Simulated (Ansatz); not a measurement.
```yaml
crystal:
  periodic: [false, false, false]
  atoms:
    - {symbol: C, position_ang: [-0.712900, -0.527688, -0.255346]}
    - {symbol: Si, position_ang: [0.599114, 0.443473, 0.214584]}
    - {symbol: H, position_ang: [-1.384763, -0.977839, 0.466164]}
    - {symbol: H, position_ang: [-0.931969, -0.736985, -1.295938]}
    - {symbol: H, position_ang: [0.909212, 0.734745, 1.630241]}
    - {symbol: H, position_ang: [1.410754, 0.989870, -0.642908]}
basis:
  gaussian: {orbitals: def2-TZVPP}
hamiltonian: {xc: {name: B3LYP}, dispersion: d4}
```

Geometry: moved along internal coordinates away from the minimum.

What structure does this define?

It has 6 atoms: 1 carbon, 4 hydrogen and 1 silicon (CH4Si). Its SMILES string is `C=[SiH2]`. It has no ring. Among its groups: Si–H bond. All atoms lie on one plane. Coordination: 1 C trigonal planar; 1 Si trigonal planar.

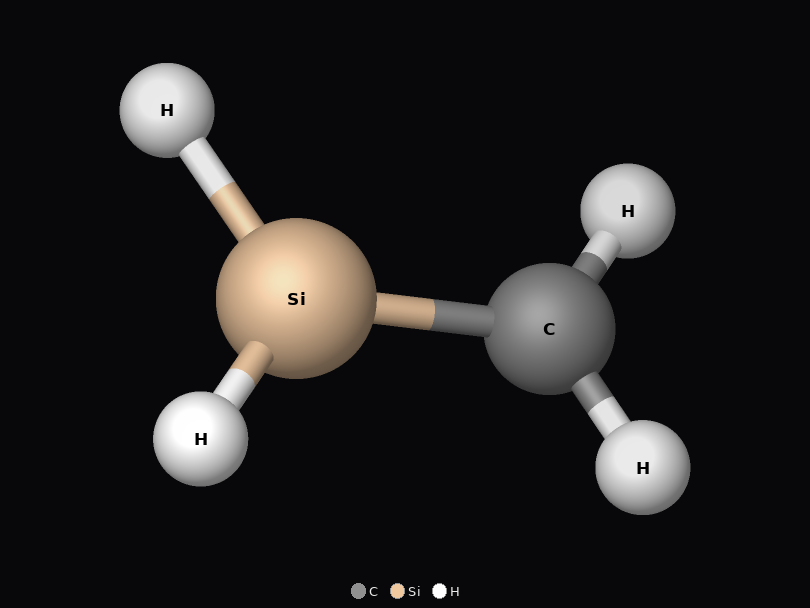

Figure made from data computed with Ansatz.
